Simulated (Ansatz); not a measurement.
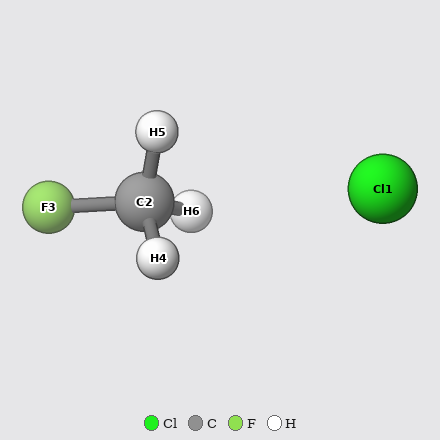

The system is the pair Cl···CH₃F, charge −1; the picture shows the reference structure. The turn is about an axis along (−0.40, −0.91, −0.08) in the frame of the relaxed pair, normal to the line between the partners. First axis: distance C2···Cl1. Second axis: turn of Cl1 about C2. The grid has 15 × 15 points. Points are written as (first, second). Energies are in cm⁻¹, from the lowest grid point. Method: Ansatz 0.2.0, RHF/def2-TZVPD.

Its coordinates:

```xyz
6

Cl    0.2358    0.1594   -2.9138
C    -0.0417   -0.0279    0.5155
F    -0.1540   -0.1095    1.8950
H     0.9777    0.2113    0.2615
H    -0.7021    0.7439    0.1563
H    -0.3157   -0.9770    0.0856
```

Range: distance C2···Cl1 from 2.894 to 4.894 Å; turn of Cl1 about C2 from −90.0 to 90.0°.

Question: What will the energy surface look like?

Answer: The lowest grid point is at (3.505 Å, 0.0°). It is the only kind of minimum in the scanned range. The highest grid point, (2.894 Å, −90.0°), lies 5572 cm⁻¹ above the lowest. Round the minimum the two coordinates are nearly uncoupled.

| turn of Cl1 about C2 ↓, distance C2···Cl1 → | 2.894 | 2.944 | 3.025 | 3.126 | 3.241 | 3.367 | 3.505 | 3.652 | 3.808 | 3.972 | 4.143 | 4.321 | 4.506 | 4.697 | 4.894 |
| --- | --- | --- | --- | --- | --- | --- | --- | --- | --- | --- | --- | --- | --- | --- | --- |
| 90.0 | 4970 | 4425 | 3711 | 3055 | 2542 | 2185 | 1959 | 1842 | 1803 | 1816 | 1862 | 1925 | 1995 | 2065 | 2132 |
| 77.1 | 4798 | 4183 | 3380 | 2642 | 2070 | 1675 | 1430 | 1310 | 1280 | 1312 | 1380 | 1468 | 1565 | 1662 | 1755 |
| 64.3 | 4532 | 3890 | 3050 | 2282 | 1688 | 1281 | 1033 | 917 | 897 | 941 | 1025 | 1130 | 1245 | 1359 | 1470 |
| 51.4 | 3918 | 3320 | 2540 | 1830 | 1287 | 921 | 706 | 616 | 616 | 678 | 776 | 894 | 1020 | 1146 | 1266 |
| 38.6 | 3027 | 2527 | 1880 | 1298 | 861 | 578 | 426 | 381 | 413 | 496 | 610 | 738 | 872 | 1004 | 1131 |
| 25.7 | 2111 | 1722 | 1224 | 786 | 471 | 282 | 201 | 206 | 271 | 377 | 504 | 642 | 782 | 918 | 1048 |
| 12.9 | 1436 | 1131 | 747 | 419 | 196 | 79 | 52 | 95 | 186 | 308 | 446 | 590 | 734 | 873 | 1004 |
| 0.0 | 1185 | 911 | 570 | 284 | 96 | 7 | 0 | 57 | 158 | 286 | 428 | 575 | 720 | 859 | 991 |
| −12.9 | 1441 | 1134 | 748 | 419 | 195 | 78 | 50 | 93 | 184 | 306 | 444 | 589 | 733 | 871 | 1003 |
| −25.7 | 2180 | 1777 | 1261 | 806 | 477 | 279 | 191 | 193 | 257 | 363 | 491 | 630 | 771 | 909 | 1039 |
| −38.6 | 3258 | 2713 | 2005 | 1368 | 887 | 574 | 402 | 346 | 373 | 456 | 571 | 704 | 842 | 978 | 1108 |
| −51.4 | 4393 | 3700 | 2797 | 1975 | 1343 | 916 | 662 | 550 | 541 | 601 | 704 | 829 | 962 | 1095 | 1223 |
| −64.3 | 5220 | 4440 | 3421 | 2489 | 1769 | 1274 | 971 | 824 | 790 | 833 | 923 | 1037 | 1162 | 1288 | 1408 |
| −77.1 | 5535 | 4772 | 3775 | 2862 | 2153 | 1663 | 1358 | 1204 | 1160 | 1190 | 1265 | 1363 | 1472 | 1581 | 1686 |
| −90.0 | 5572 | 4905 | 4031 | 3228 | 2601 | 2164 | 1887 | 1741 | 1690 | 1703 | 1755 | 1827 | 1908 | 1989 | 2067 |

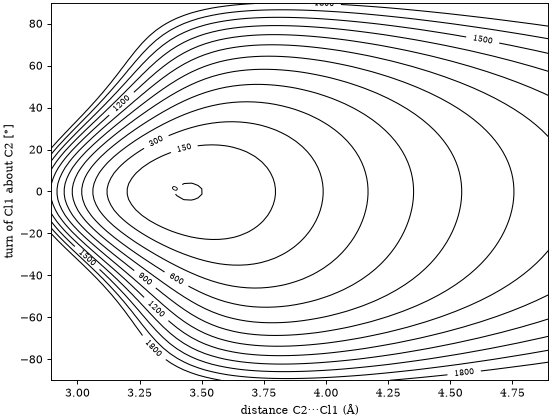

Drawn: contour lines labelled in cm⁻¹ (none above 1800). Between grid points the surface is interpolated.

The whole map (225 points run) took 11 min on 1 thread of Arm Neoverse V1, with other jobs on the host.
